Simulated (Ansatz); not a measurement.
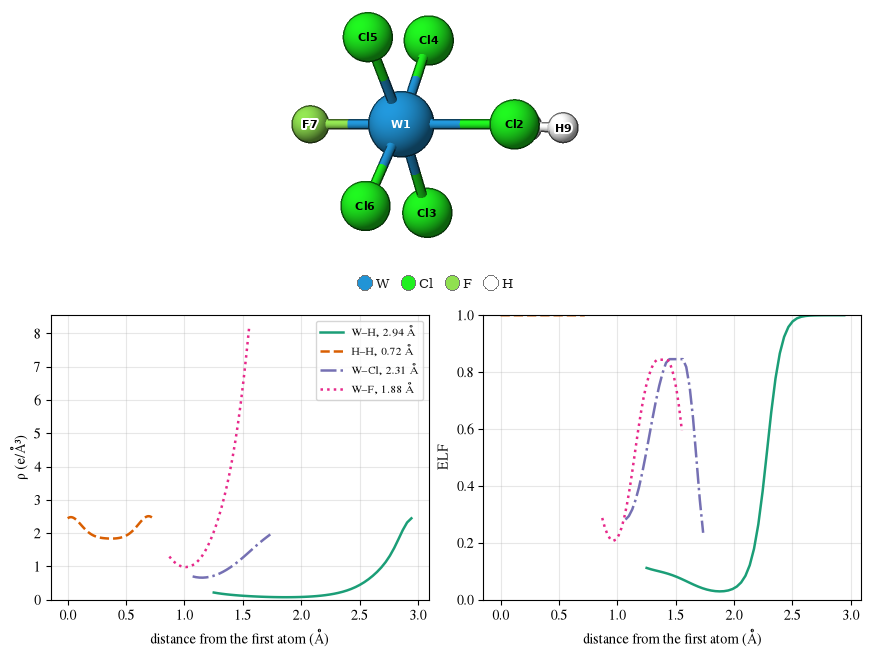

Figure 1: Cl5FW···H2. Electron density and ELF along straight lines between neighbouring atoms. The curves leave out the atomic cores. The structure is drawn too.

Core potentials replace the inner electrons of W; not at a stationary point (largest force 1.9 eV/Å).

Computed with RKS PBE/def2-SVP in Ansatz.

Input

```
crystal:
  periodic: [false, false, false]
  atoms:
    - { symbol: W, position_ang: [0.0, 0.0, 0.0] }
    - { symbol: Cl, position_ang: [0.0, 0.0, 2.74] }
    - { symbol: Cl, position_ang: [2.39, 0.0, 0.0] }
    - { symbol: Cl, position_ang: [0.0, 2.39, 0.0] }
    - { symbol: Cl, position_ang: [-2.39, 0.0, 0.0] }
    - { symbol: Cl, position_ang: [0.0, -2.39, 0.0] }
    - { symbol: F, position_ang: [0.0, 0.0, -1.85] }
    - { symbol: H, position_ang: [1.3275, 1.3829, 0.637] }
    - { symbol: H, position_ang: [1.114, 1.1605, 1.6422] }
basis:
  gaussian: { orbitals: def2-SVP }
hamiltonian:
  xc: pbe
relax:
  f_tol: 0.15
  max_steps: 25
  restrain:
    - { distance: [0, 7], at: 2.92, k: 30.0 }
    - { distance: [8, 1], at: 2.57, k: 30.0 }
    - { distance: [0, 1], at: 2.39, k: 30.0 }
    - { distance: [8, 7], at: 0.66, k: 30.0 }
output:
  orbitals: {}
```

Run with:

```sh
ansatz run input.yaml --threads 4 --pin off --max-ram 5120MiB --backend cpu --events-out ev --progress --plain --runs-dir out
```

The fields are those of the run's last geometry, not of the input's.

Question: Compare the contacts.

Answer: W1···H8 (2.94 Å): the density falls to about 0.07 e/Å³ on the way; the ELF dips to about 0 between them.
H–H (0.72 Å): ρ is about 1.8 e/Å³ halfway; the ELF peaks at about 1 between the atoms; an ordinary covalent bond to hydrogen.
W–Cl (2.31 Å): ρ is about 0.66 e/Å³ halfway; the ELF peaks at about 0.85 in the valence shell of Cl, 0.9 Å from its nucleus, and is about 0.35 at the midpoint.
W–F (1.88 Å): the density is about 1.1 e/Å³ at the midpoint; the ELF peaks at about 0.85 in the valence shell of F, 0.5 Å from its nucleus, and drops to about 0.20 between the two atoms.
